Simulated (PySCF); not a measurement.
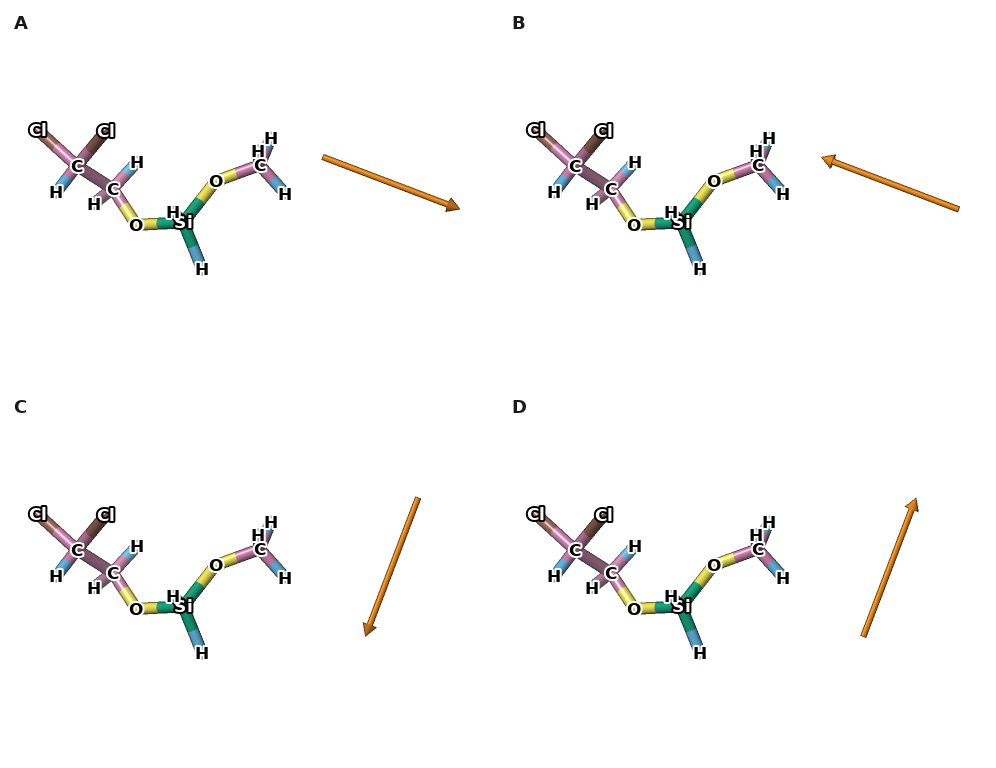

The same molecule four times, each with an arrow. The geometry was computed by an optimisation with GFN2-xTB. No frequency run is at hand to confirm it as a minimum. Properties computed with ωB97X-D/def2-SVPD, gas phase (PySCF 2.14.0).

Question: Which arrow points along the dipole moment, from the negative to the positive end?

Answer: A. The dipole moment is 1.82 D.

The geometry is semi-empirical. Around Si such bond lengths and angles can be off by a tenth of an ångström or more and by several degrees, and values that hang on the shape move with them.
